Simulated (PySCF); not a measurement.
C₄H₈FSSi₂ (doublet)

```xyz
16

C    -3.0788   -0.0014    0.5614
C    -1.7946   -0.0706    0.2633
C    -0.9723   -1.3057   -0.0512
C     0.3399   -0.5797   -0.1703
S     1.8005   -1.3455   -0.6608
Si    3.2247    0.2555   -0.4013
Si   -0.3500    1.1323    0.0424
F     0.2444    1.9453    1.3160
H    -3.7039   -0.8806    0.6163
H    -3.5627    0.9387    0.7683
H    -1.2848   -1.8069   -0.9725
H    -0.9826   -2.0566    0.7442
H     4.4515   -0.3717   -0.8657
H     3.2516    0.6144    1.0084
H     2.7842    1.3605   -1.2444
H    -0.3749    2.1810   -0.9655
```

Geometry: GFN2-xTB.

Computed with UKS B3LYP, pcH-1 on C F H S Si, non-relativistic, mean-field spin-orbit, GIAO in PySCF.

### Predict the electron density, electron localisation function and spin density between the atoms.

C–C (1.32 Å): ρ at the midpoint is about 2.4 e/Å³; the ELF peaks at about 0.95 between the atoms; a short, multiple covalent bond.
C–S (1.72 Å): ρ at the midpoint is about 1.4 e/Å³; the ELF peaks at about 0.90 between the atoms (a covalent bond).
C–Si (1.86 Å): ρ is about 0.93 e/Å³ halfway; the ELF peaks at about 0.95 between the atoms, as expected for a covalent bond.
Si–S (2.16 Å): ρ is about 0.83 e/Å³ halfway; the ELF peaks at about 0.95 between the atoms; a shared electron pair.
The unpaired spin (1 electron) lies mostly on C4 (about 0.5), S5 (about 0.2) and Si7 (about 0.1), in electrons by Hirshfeld's partition.

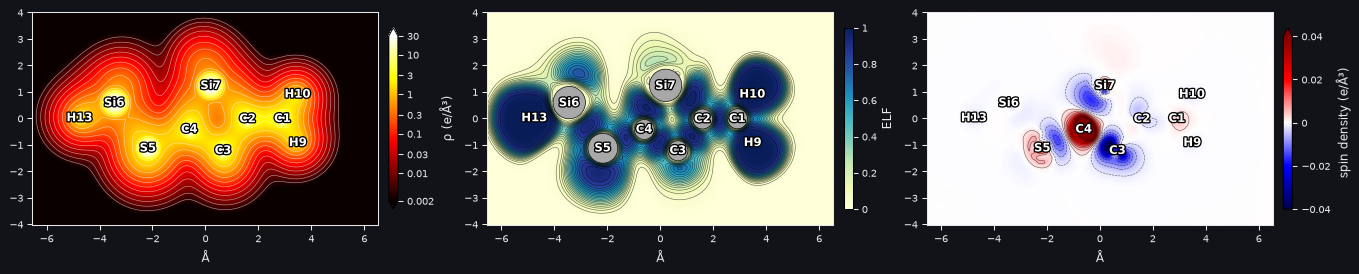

Computed electron density, electron localisation function and spin density on the plane of atoms C2, C3 and C4, in this order. Grey discs cover the atomic cores in the ELF map. 
